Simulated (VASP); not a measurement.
Band structure of TlBr (CsCl type). Level of theory: RPBE GGA, VASP's PBE PAW potentials (set 64) (plane waves; VASP 6.6.1).

Unless said otherwise, spin-orbit coupling is left out, though it shifts the bands of the heavy elements here.

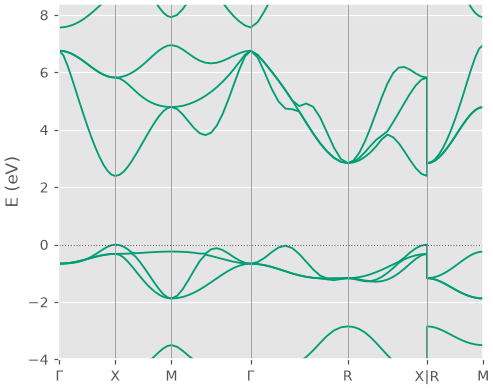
*Bands along high-symmetry lines, zero at the valence-band maximum or, without a gap, the Fermi level*

Q: Read the plot: is there a gap, and where are the band edges?

A: The gap is direct, 2.39 eV, from the valence maximum at X to the conduction minimum at X. (Edges off the drawn lines would not show.)

The compound is TlBr in the CsCl type structure. It was relaxed first, which changed the volume by +17 %.
